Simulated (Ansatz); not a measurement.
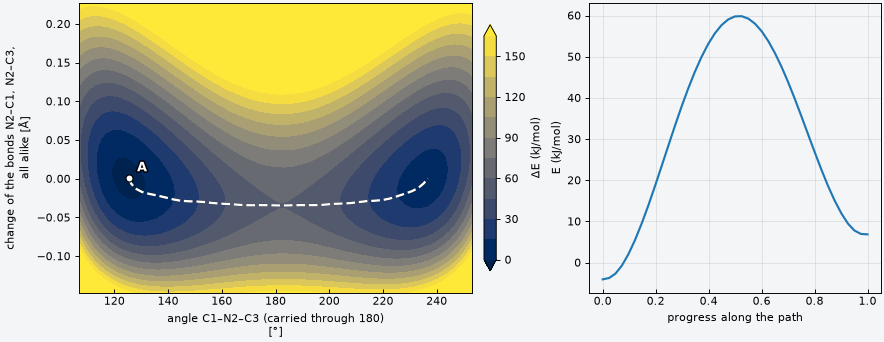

C2H3Cl2N, SMILES CN=C(Cl)Cl. First axis: angle C1–N2–C3 (carried through 180). Second axis: change of the bonds N2–C1, N2–C3, all alike. Nothing is relaxed (all other coordinates rigid). The scan uses a 13 × 13 grid. Points are written as (first, second). All energies are given in kJ/mol relative to the lowest grid point. These are results of Ansatz, RKS PBE0-D4/def2-SVP, not measurements.

The picture shows filled contours, a line along the lowest path, one colour for all values above the top of the scale, the energy along the path at the right, the start A. Between grid points the surface is interpolated.

Describe the path and its barrier.

Answer. The easiest path leads from the well at about (125°, 0.00 Å) to the well at about (237°, 0.00 Å), about 11 kJ/mol higher. Its highest point lies about 64 kJ/mol above the bottom of the first well on the interpolated surface, at about (184°, −0.03 Å). Seen from the upper well the barrier is about 53 kJ/mol. The start is the relaxed structure and all else is held, so a fully relaxed path at this level can only be lower.
